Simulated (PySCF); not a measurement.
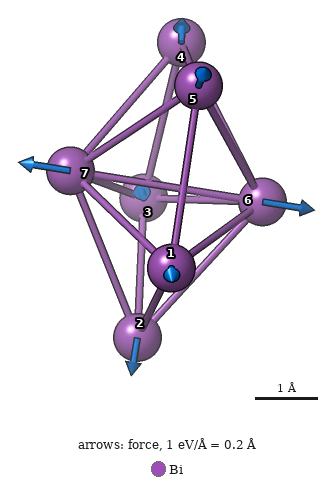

Starting geometry of Bi7 (charge +2, multiplicity 4) with the computed forces as blue arrows. The picture is a ball-and-stick view, seen from a free direction.

Theory: UKS TPSS, Bi def2-SVP with ECP60; non-relativistic Hamiltonian with scalar-relativistic core potentials; density fitting (PySCF 2.14.0).

Input
```
mol = gto.M(atom='''
Bi     2.55297     0.00004    -0.00000
Bi     0.78888     2.42803     0.00000
Bi    -2.06542     1.50057     0.00000
Bi    -2.06537    -1.50063    -0.00000
Bi     0.78895    -2.42801    -0.00000
Bi     0.00000    -0.00000     1.59000
Bi    -0.00000     0.00000    -1.59000''',
    basis={'Bi': 'def2-SVP'},
    ecp={'Bi': 'def2-SVP'},
    charge=2, spin=3)
mf = dft.UKS(mol, xc='TPSS')
mf.grids.atom_grid = (50, 194)  # f atoms: at least (60, 302), unpruned
mf = mf.density_fit()  # Bi def2-universal-JKFIT
mf.conv_tol = 1e-08; mf.max_cycle = 55
mf.kernel(dm0)
# quasi-Newton relaxation in Cartesian coordinates to a largest gradient under 0.00045 Eh/bohr, steps kept in the point group
```

Command:
```bash
OMP_NUM_THREADS=4 python run.py
```

Q: Is this structure relaxed? If not, where do the atoms go?

A: It isn't relaxed: the largest force vector, on Bi atoms, is 4.40 eV/Å. The atoms end up moving mostly along the starting forces (cosine between the two patterns 0.85). Over 9 geometry steps the energy falls by 198.6 kJ/mol. The largest force component goes from 4.4 to 0.0013 eV/Å. The largest moves after the best rigid fit, 0.43 Å, are those of Bi6 and Bi7. Among the contacts that change: Bi6–Bi7 3.180 → 4.037 Å, Bi1–Bi6 3.008 → 3.315 Å, Bi1–Bi2 3.001 → 3.091 Å. Bond angles that change, for instance: Bi6–Bi2–Bi7 63.8° → 75.0°, Bi1–Bi6–Bi3 107.7° → 98.0°, Bi1–Bi6–Bi2 59.9° → 55.6°. Cost: 7.2 min on 4 threads of Arm Neoverse V1, with other jobs on the host, peak memory 1.3 GiB.
